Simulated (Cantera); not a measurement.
Feed: 1 mol SiH4, 0.74 mol N2O, 15 mol H2, at 1.90 mbar.

Method: chemical equilibrium by Gibbs-energy minimisation in Cantera with the NASA 1993 tables (ideal gas, pure condensed phases). Candidate condensed phases: H2O, Si, SiO2, Si2N2O, Si3N4; 35 gas species. Mutual solubility and eutectic melting of coexisting phases are not modelled. The tables hold silica as quartz up to 1696 K and as liquid above; real silica turns to tridymite and cristobalite and melts near 1996 K. Gases not in the tables: Si2H6 and higher silanes. Equilibrium is a limit: real reactors are often held back by kinetics, nucleation or transport.

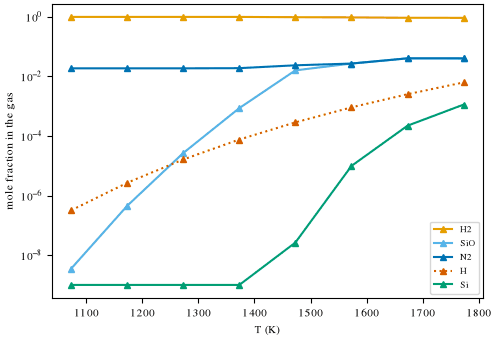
Figure: Equilibrium gas composition (values under 1e-9 drawn at 1e-9)

From 1073 K to 1473 K the condensed part is SiO2(β-quartz) + Si2N2O(s). At 1573 K the condensed part is Si2N2O(s). At 1673 K the condensed part is Si(s). At 1773 K the condensed part is Si(l).
